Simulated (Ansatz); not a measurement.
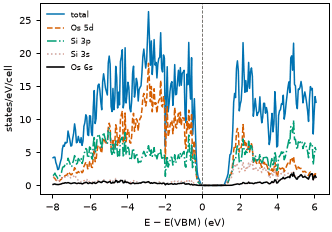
*Total and projected density of states of Si2Os in space group Cmce (No. 64; Si on 16g, Si on 16g, Os on 8f, Os on 8d), plane-wave PAW r²SCAN (Ansatz code)*

Task: Which orbitals carry the states next to the gap?

Result: Top 1 eV of the valence band: Os 5d 55 %, Si 3p 33 %, outside the projected shells 7 %. Bottom 1 eV of the conduction band: Os 5d 43 %, Si 3p 31 %, Si 3s 21 %, outside the projected shells 5 %. Projections are on Löwdin-orthogonalised atomic valence shells; empty p or d shells of many metals are not among them.

Task: Where is the tallest occupied peak in this window, and what makes it?

Result: Near -2.9 eV, about 26 states/eV per cell; the largest projected share is Os 5d.

The first step of the workflow began from a Materials Project structure, measured or hypothetical; the Crystallography Open Database copy checked does not list it. Whether it is the stable phase at ambient conditions was not checked. The r²SCAN relaxation kept the symmetry of its start; its stability against distortions is not shown here. No spin polarisation was allowed. Scalar-relativistic: spin–orbit coupling is off unless named, which matters more the heavier the elements.

Potentials: the later of the program's two PAW sets.
